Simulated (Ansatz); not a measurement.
Consider CH₈B₂N₂Si.

The calculation's input:

```
crystal:
  periodic: [false, false, false]
  atoms:
    - { symbol: B, position_ang: [0.1049, -2.2067, 0.4115] }
    - { symbol: Si, position_ang: [0.1928, -0.2315, 0.3239] }
    - { symbol: "N", position_ang: [0.88034, 0.40162, -1.17426] }
    - { symbol: B, position_ang: [0.75317, 0.72839, 1.81559] }
    - { symbol: C, position_ang: [-0.77365, 1.20034, 1.91358] }
    - { symbol: "N", position_ang: [-1.33625, 0.5642, 0.73127] }
    - { symbol: H, position_ang: [0.2655, -2.7977, -0.5731] }
    - { symbol: H, position_ang: [-0.3476, -2.6619, 1.3579] }
    - { symbol: H, position_ang: [1.8779, 0.02312, -1.31446] }
    - { symbol: H, position_ang: [0.33524, -0.02165, -1.99832] }
    - { symbol: H, position_ang: [1.8028, 0.86615, 2.50543] }
    - { symbol: H, position_ang: [-1.25364, 0.85714, 2.80582] }
    - { symbol: H, position_ang: [-0.80809, 2.34108, 1.88134] }
    - { symbol: H, position_ang: [-1.48497, 1.28292, 0.0115] }
basis:
  gaussian: { orbitals: def2-SVP }
hamiltonian:
  xc: pbe
relax:
  f_tol: 0.015
  max_steps: 40
output:
  orbitals: {}
```

Launched as:

```sh
ansatz run input.yaml --threads 2 --pin off --max-ram 3072MiB --backend cpu --events-out ev --progress --plain --runs-dir out
```

The fields are those of the relaxed geometry.

Method: RKS PBE/def2-SVP (Ansatz).

Question: Predict the electron density and electron localisation function between the atoms.

Answer: C–N (1.49 Å): the density is about 1.8 e/Å³ at the midpoint; the ELF peaks at about 0.95 between the atoms, as expected for a covalent bond.
B–N (1.53 Å): ρ at the midpoint is about 1.5 e/Å³; the ELF peaks at about 0.95 between the atoms (a polar covalent bond).

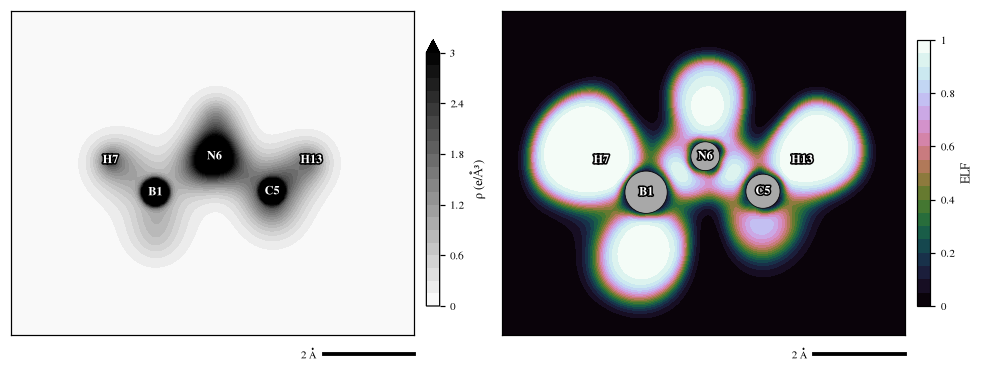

Computed electron density and electron localisation function on the plane of atoms B1, N6 and C5, in this order. Grey discs cover the atomic cores in the ELF map. 
